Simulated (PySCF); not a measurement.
**PH3 (phosphine) at FCI/6-31G**

Aim: the vertical ionisation energy of PH3 (phosphine) at FCI/6-31G, from 2 runs. Input form: a Python script.

Program for the calculation: PySCF 2.14.0.

5 further runs of the same task are left out: 5 set aside as unsound or not needed.

## 1. The molecule

PH3: 4 atoms, total charge 0, spin state singlet. SMILES: `P`. The coordinates come from a PBE0-D4/def2-TZVP relaxation.

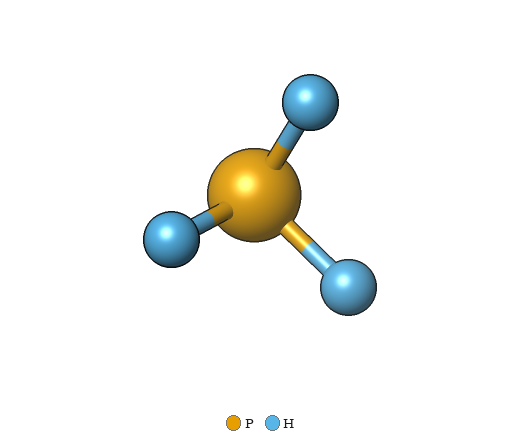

The structure, seen from a chosen angle (phosphorus amber, hydrogen blue).

## 2. The energy at FCI/6-31G

Contents of job.py:

```python
# P
from pyscf import gto, mcscf
from pyscf import fci

molecule = gto.Mole()
molecule.atom = '''
P      0.653845    -0.616996    -0.628901
H      1.192228    -0.064251     1.940749
H     -1.900120    -1.252888    -0.108092
H      0.054235     1.934135    -1.203567
'''
molecule.basis = '6-31g'
molecule.max_memory = 1860
molecule.unit = 'bohr'
molecule.spin = 0
molecule.verbose = 4
molecule.build()

mf = molecule.RHF()
mf.conv_tol = 1e-10
mf.kernel()
if not mf.converged:
    mf = mf.newton().run(mf.mo_coeff, mf.mo_occ)

cas = mcscf.CASCI(mf, mf.mo_coeff.shape[-1] - 5, (molecule.nelec[0] - 5, molecule.nelec[1] - 5))  # full CI above the frozen core
cas.fcisolver = fci.direct_spin0.FCI(molecule)  # even spin states alone
cas.kernel()
print('<S^2> = %.4f' % cas.fcisolver.spin_square(cas.ci, cas.ncas, cas.nelecas)[0])
e_final = cas.e_tot
print('E(%s) = %.9f' % ('FCI', e_final))
```

The run is started by

```bash
$ OMP_NUM_THREADS=1 python job.py
```

Standard output:

```text
PySCF version 2.14.0

[INPUT] num. atoms = 4
[INPUT] num. electrons = 18
[INPUT] charge = 0
[INPUT] spin (= nelec alpha-beta = 2S) = 0
[INPUT] symmetry False subgroup None
[INPUT] Mole.unit = bohr
[INPUT] Symbol           X                Y                Z      unit          X                Y                Z       unit  Magmom
[INPUT]  1 P      0.345999873474  -0.326500222429  -0.332800077125 AA    0.653845000000  -0.616996000000  -0.628901000000 Bohr   0.0
[INPUT]  2 H      0.630899887821  -0.034000164979   1.027000142916 AA    1.192228000000  -0.064251000000   1.940749000000 Bohr   0.0
[INPUT]  3 H     -1.005500202013  -0.662999777435  -0.057199823083 AA   -1.900120000000  -1.252888000000  -0.108092000000 Bohr   0.0
[INPUT]  4 H      0.028699926034   1.023500164843  -0.636900228215 AA    0.054235000000   1.934135000000  -1.203567000000 Bohr   0.0

nuclear repulsion = 17.5426193037272
number of shells = 13
number of NR pGTOs = 58
number of NR cGTOs = 19
basis = 6-31g
ecp = {}

******** <class 'pyscf.scf.hf.RHF'> ********
method = RHF
initial guess = minao
damping factor = 0
level_shift factor = 0
DIIS = <class 'pyscf.scf.diis.CDIIS'>
diis_start_cycle = 1
diis_space = 8
diis_damp = 0
SCF conv_tol = 1e-10
SCF conv_tol_grad = None
SCF max_cycles = 50
direct_scf = True
direct_scf_tol = 1e-13
Set gradient conv threshold to 1e-05
Initial guess from minao.
init E= -342.162729920444
  HOMO = -0.29991144163754  LUMO = 0.12063378643048  gap/eV = 11.44362
cycle= 1 E= -342.384696277343  delta_E= -0.222  |g|= 0.13  |ddm|= 1.47
  HOMO = -0.381772457752966  LUMO = 0.162620109243306  gap/eV = 14.81368
cycle= 2 E= -342.395146401473  delta_E= -0.0105  |g|= 0.0261  |ddm|= 0.277
  HOMO = -0.387622604665732  LUMO = 0.166950772224809  gap/eV = 15.09071
cycle= 3 E= -342.395683717468  delta_E= -0.000537  |g|= 0.00571  |ddm|= 0.096
  HOMO = -0.386116309420837  LUMO = 0.168208892891875  gap/eV = 15.08396
cycle= 4 E= -342.395712602308  delta_E= -2.89e-05  |g|= 0.00139  |ddm|= 0.0246
  HOMO = -0.386927157028352  LUMO = 0.167859562278093  gap/eV = 15.09652
cycle= 5 E= -342.395714202302  delta_E= -1.6e-06  |g|= 0.000313  |ddm|= 0.00487
  HOMO = -0.386919448909572  LUMO = 0.167888467915601  gap/eV = 15.09709
cycle= 6 E= -342.395714304154  delta_E= -1.02e-07  |g|= 3.32e-05  |ddm|= 0.0013
  HOMO = -0.386913992019249  LUMO = 0.167889938193429  gap/eV = 15.09698
cycle= 7 E= -342.395714305133  delta_E= -9.79e-10  |g|= 3.75e-06  |ddm|= 0.000185
  HOMO = -0.386914000862311  LUMO = 0.167889702242594  gap/eV = 15.09698
cycle= 8 E= -342.395714305146  delta_E= -1.3e-11  |g|= 4.74e-07  |ddm|= 2.16e-05
  HOMO = -0.386913920876738  LUMO = 0.167889678881548  gap/eV = 15.09697
Extra cycle  E= -342.395714305145  delta_E= 3.98e-13  |g|= 1.64e-07  |ddm|= 1.43e-06
converged SCF energy = -342.395714305145

******** <class 'pyscf.mcscf.casci.CASCI'> ********
CAS (4e+4e, 14o), ncore = 5, nvir = 0
natorb = False
canonicalization = True
sorting_mo_energy = False
******** <class 'pyscf.fci.direct_spin0.FCISolver'> ********
max. cycles = 100
conv_tol = 1e-10
davidson only = False
linear dependence = 1e-14
level shift = 0.001
max iter space = 12
nroots = 1
pspace_size = 400
spin = None
Density matrix diagonal elements [1.98383437 1.96174195 1.96173719 1.96629146 0.02817106 0.0281638
 0.01794163 0.00850792 0.00850806 0.00817206 0.00636734 0.00664674
 0.00664659 0.0072698 ]
CASCI converged
CASCI E = -342.481708987025  E(CI) = -14.5081621732768  S^2 = 0.0000000
<S^2> = 0.0000
E(FCI) = -342.481708987
```

Wall time 21 s (1 thread of Arm Neoverse N1, shared host); peak memory 0.32 GiB.

## 3. The doublet cation

Contents of job.py:

```python
from pyscf import gto, scf, mcscf

molecule = gto.M(
    atom='''
P      0.653845    -0.616996    -0.628901
H      1.192228    -0.064251     1.940749
H     -1.900120    -1.252888    -0.108092
H      0.054235     1.934135    -1.203567
''',
    spin=1,
    charge=1,
    unit='bohr',
    max_memory=1860,
    basis='6-31g',
    verbose=4,
)

mf = scf.ROHF(molecule)
mf.conv_tol = 1e-10
mf.kernel()
if not mf.converged:
    mf = mf.newton().run(mf.mo_coeff, mf.mo_occ)

cas = mcscf.CASCI(mf, mf.mo_coeff.shape[-1] - 5, (molecule.nelec[0] - 5, molecule.nelec[1] - 5))  # full CI above the frozen core
cas.fix_spin_(ss=0.75)
cas.kernel()
e_final = cas.e_tot
print('Final energy', e_final)
```

The run is started by

```bash
$ OMP_NUM_THREADS=1 python job.py
```

Standard output:

```text
PySCF version 2.14.0

[INPUT] num. atoms = 4
[INPUT] num. electrons = 17
[INPUT] charge = 1
[INPUT] spin (= nelec alpha-beta = 2S) = 1
[INPUT] symmetry False subgroup None
[INPUT] Mole.unit = bohr
[INPUT] Symbol           X                Y                Z      unit          X                Y                Z       unit  Magmom
[INPUT]  1 P      0.345999873474  -0.326500222429  -0.332800077125 AA    0.653845000000  -0.616996000000  -0.628901000000 Bohr   0.0
[INPUT]  2 H      0.630899887821  -0.034000164979   1.027000142916 AA    1.192228000000  -0.064251000000   1.940749000000 Bohr   0.0
[INPUT]  3 H     -1.005500202013  -0.662999777435  -0.057199823083 AA   -1.900120000000  -1.252888000000  -0.108092000000 Bohr   0.0
[INPUT]  4 H      0.028699926034   1.023500164843  -0.636900228215 AA    0.054235000000   1.934135000000  -1.203567000000 Bohr   0.0

nuclear repulsion = 17.5426193037272
number of shells = 13
number of NR pGTOs = 58
number of NR cGTOs = 19
basis = 6-31g
ecp = {}

******** <class 'pyscf.scf.rohf.ROHF'> ********
method = ROHF
initial guess = minao
damping factor = 0
level_shift factor = 0
DIIS = <class 'pyscf.scf.diis.CDIIS'>
diis_start_cycle = 1
diis_space = 8
diis_damp = 0
SCF conv_tol = 1e-10
SCF conv_tol_grad = None
SCF max_cycles = 50
direct_scf = True
direct_scf_tol = 1e-13
num. doubly occ = 8  num. singly occ = 1
Set gradient conv threshold to 1e-05
init E= -342.162729920445
  HOMO = -0.299911441637539  LUMO = 0.120633786430476  gap/eV = 11.44362
cycle= 1 E= -342.002250470593  delta_E= 0.16  |g|= 0.276  |ddm|= 1.09
  HOMO = -0.605520915295849  LUMO = -0.12613658981764  gap/eV = 13.04471
cycle= 2 E= -342.04348476735  delta_E= -0.0412  |g|= 0.0572  |ddm|= 0.466
  HOMO = -0.537436067891242  LUMO = -0.0908454224400484  gap/eV = 12.15235
cycle= 3 E= -342.044845182769  delta_E= -0.00136  |g|= 0.00877  |ddm|= 0.0677
  HOMO = -0.542447416038016  LUMO = -0.0898457180599773  gap/eV = 12.31592
cycle= 4 E= -342.044897727182  delta_E= -5.25e-05  |g|= 0.00114  |ddm|= 0.0198
  HOMO = -0.542308946597812  LUMO = -0.089806178773739  gap/eV = 12.31323
cycle= 5 E= -342.044898710502  delta_E= -9.83e-07  |g|= 0.000126  |ddm|= 0.00274
  HOMO = -0.542378034832969  LUMO = -0.0898102603993891  gap/eV = 12.31500
cycle= 6 E= -342.044898722857  delta_E= -1.24e-08  |g|= 1.68e-05  |ddm|= 0.000309
  HOMO = -0.542374282805327  LUMO = -0.0898087360332047  gap/eV = 12.31494
cycle= 7 E= -342.044898723155  delta_E= -2.98e-10  |g|= 2.63e-06  |ddm|= 3.67e-05
  HOMO = -0.542374578033757  LUMO = -0.0898087246838552  gap/eV = 12.31494
cycle= 8 E= -342.044898723161  delta_E= -6.08e-12  |g|= 8.52e-08  |ddm|= 8.72e-06
  HOMO = -0.54237455641715  LUMO = -0.0898087209065713  gap/eV = 12.31494
Extra cycle  E= -342.04489872316  delta_E= 2.27e-13  |g|= 2.12e-08  |ddm|= 1.99e-07
converged SCF energy = -342.04489872316

******** <class 'pyscf.mcscf.casci.CASCI'> ********
CAS (4e+3e, 14o), ncore = 5, nvir = 0
natorb = False
canonicalization = True
sorting_mo_energy = False
******** <class 'pyscf.fci.addons.SpinPenaltyFCISolver'> ********
max. cycles = 200
conv_tol = 1e-08
davidson only = True
linear dependence = 1e-12
level shift = 0.001
max iter space = 12
nroots = 1
pspace_size = 400
spin = None
Density matrix diagonal elements [1.97851243 1.95617013 1.95616352 1.0011118  0.02687787 0.02686747
 0.01586544 0.00688205 0.00688235 0.00356182 0.00272967 0.0060064
 0.00600623 0.00636282]
CASCI converged
CASCI E = -342.122541262152  E(CI) = -14.1489861761654  S^2 = 0.7500000
Final energy -342.1225412621522
```

Run time: 14 s. Hardware: 1 thread of Arm Neoverse N1, shared host; peak memory 0.18 GiB.

## 4. Summary of results

Level: FCI/6-31G, 5 core orbitals frozen.

| quantity | value |
| --- | --- |
| singlet PH3: total energy | -342.48171 Eh |
| singlet PH3: dipole moment (Hartree–Fock density) | 1.22 D |
| singlet PH3: HOMO energy (Hartree–Fock orbitals) | -10.53 eV |
| singlet PH3: LUMO energy (Hartree–Fock orbitals) | 4.57 eV |
| singlet PH3: HOMO–LUMO gap (Hartree–Fock orbitals) | 15.10 eV |
| singlet PH3: correlation energy (5 core orbitals frozen) | -86.0 mEh |
| doublet cation: total energy | -342.12254 Eh |
| doublet cation: correlation energy (5 core orbitals frozen) | -77.6 mEh |
| vertical ionisation energy (to the doublet cation) | 9.773 eV |

Removing an electron at fixed nuclei costs 9.77 eV (943 kJ/mol). Mulliken charges (singlet PH3) of the mean-field density run from -0.05 on H2 to +0.16 on P1; they depend strongly on the basis. Mulliken charges (doublet cation) of the mean-field density run from +0.12 on H2 to +0.63 on P1; they depend strongly on the basis.
